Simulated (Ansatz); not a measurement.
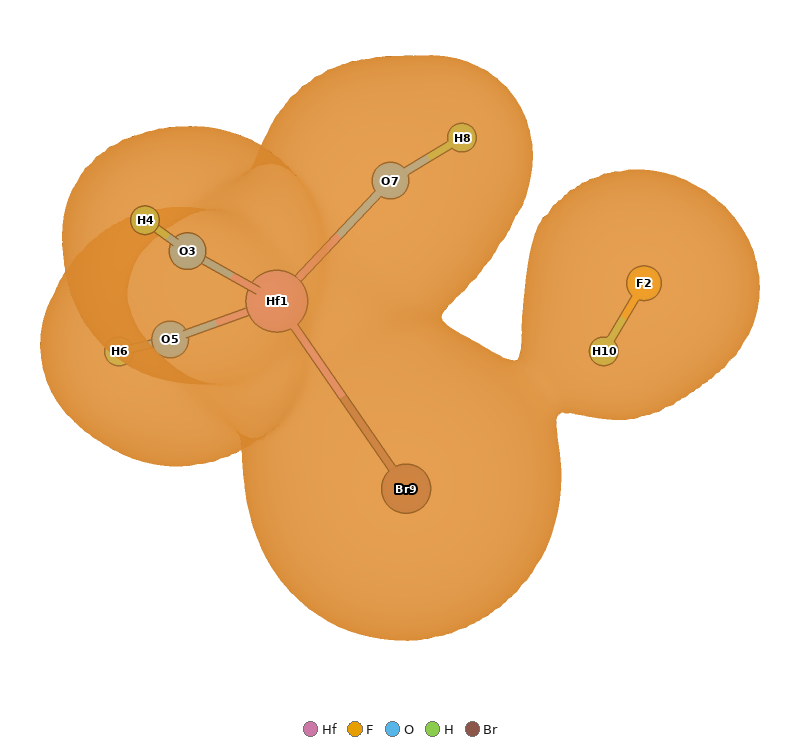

BrH₃HfO₃···HF. Isosurface of the electron density at 0.05 e/Å³ (orange), seen from one side.

Core potentials replace the inner electrons of Hf.

All numbers below come from RHF/def2-SVP in Ansatz.

Input

```
crystal:
  periodic: [false, false, false]
  atoms:
    - { symbol: Hf, position_ang: [0.206455, 0.334835, -0.248884] }
    - { symbol: F, position_ang: [-0.071845, -0.186943, 2.879443] }
    - { symbol: O, position_ang: [1.655918, -0.306145, -1.326699] }
    - { symbol: H, position_ang: [2.291199, -0.680223, -1.905151] }
    - { symbol: O, position_ang: [-1.01393, 1.316172, -1.353996] }
    - { symbol: H, position_ang: [-1.630963, 1.710204, -1.938497] }
    - { symbol: O, position_ang: [-0.747822, -1.218937, 0.353022] }
    - { symbol: H, position_ang: [-1.17611, -1.930227, 0.785014] }
    - { symbol: Br, position_ang: [1.333608, 2.218833, 1.297818] }
    - { symbol: H, position_ang: [0.346291, 0.539631, 3.234431] }
basis:
  gaussian: { orbitals: def2-SVP }
hamiltonian:
  xc: hf
relax:
  f_tol: 0.03
  max_steps: 50
output:
  orbitals: {}
```

Run with:

```sh
ansatz run input.yaml --threads 4 --pin off --max-ram 5120MiB --backend cpu --events-out ev --progress --plain --runs-dir out
```

The fields are those of the run's last geometry, not of the input's.

> How is the density connected at this value?

At this value the surface is in one piece. It bridges the sampled Br···H (2.71 Å), Hf–O (1.92 Å), Hf–Br (2.60 Å) and F–H (0.91 Å) contacts, where the density stays above the isovalue. On the grid the lowest density along these lines, outside the cores, is 0.06 e/Å³ (Br···H, 2.71 Å), 0.83 e/Å³ (Hf–O, 1.92 Å), 0.4 e/Å³ (Hf–Br, 2.60 Å) and 2.5 e/Å³ (F–H, 0.91 Å).
